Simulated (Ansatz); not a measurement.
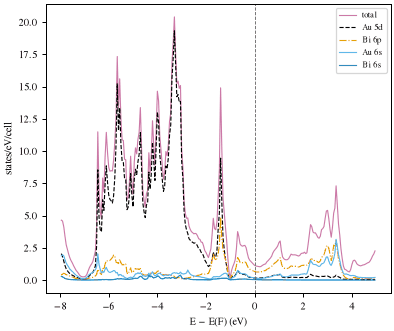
Figure. Total and projected density of states of BiAu2 (cubic Laves (MgCu2 type), Fd-3m), DFT-LDA in the program Ansatz with PAW potentials

Task: Which orbitals carry the states next to the Fermi level?

Result: Within 0.5 eV of the Fermi level: Bi 6p 56 %, Au 6s 15 %, Au 5d 15 %, outside the projected shells 11 %. Projections are on Löwdin-orthogonalised atomic valence shells; empty p or d shells of many metals are not among them.

Task: Where is the tallest occupied peak in this window, and what makes it?

Result: Near -3.3 eV, about 20 states/eV per cell; the largest projected share is Au 5d.

The workflow started from a Materials Project entry (that database holds measured and hypothetical structures alike); the Crystallography Open Database files this formula in space group No. 227, but the cells were not matched. Its standing as an ambient phase is unchecked. Symmetry was held in the LDA relaxation; of distortions, only those at the zone centre were tested. Spin–orbit coupling is left out wherever it is not named.

Potentials: the later of the program's two PAW sets.
